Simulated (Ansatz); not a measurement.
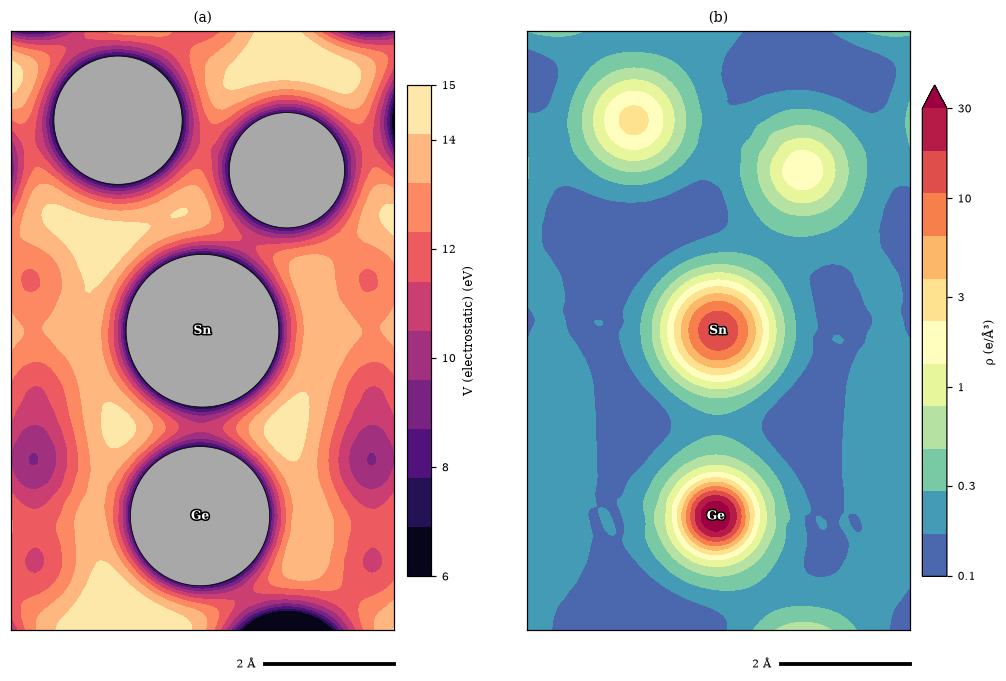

Figure. SnGe2. (a) electrostatic potential energy of an electron; (b) valence electron density on the (101) plane of the conventional cell. Grey discs cover the atomic cores in the potential map.

Space group P6₄22; built by placing these elements on a known structure type; computed pressure about 8 GPa in this cell.

The calculation used DFT, PAW plane waves, PBEsol in Ansatz 0.2.0.

```xyz
9
Lattice="5.2421 0.0000 0.0000 -2.6210 4.5398 0.0000 0.0000 0.0000 7.3020" Properties=species:S:1:pos:R:3 pbc="T T T"
Sn    1.3105    2.2699    1.2170
Sn   -1.3105    2.2699    6.0850
Sn    2.6210    0.0000    3.6510
Ge    3.9698    0.7345    1.2170
Ge    1.3488    3.8052    6.0850
Ge    2.6210    3.0707    3.6510
Ge   -1.3488    3.8052    1.2170
Ge    1.2723    0.7345    6.0850
Ge    0.0000    1.4691    3.6510
```

### What do the fields say about this system?

The plane passes through Sn and Ge nuclei.
Atoms just off the plane (Sn, 0.6 Å away and Ge, 0.6 Å away) can leave unmarked features too.
Sn–Ge (2.88 Å): the density is about 0.26 e/Å³ at the midpoint.
Between the atoms the lowest density in this plane is 0.1 e/Å³.
Outside the cores the potential energy rises away from the atoms and is highest about 1.9 Å from the nearest atoms; its zero is arbitrary.

### What Bader charges does the calculation give?

Electrons move from Sn towards Ge. Bader charges: Sn +0.25 and Ge −0.12 e.
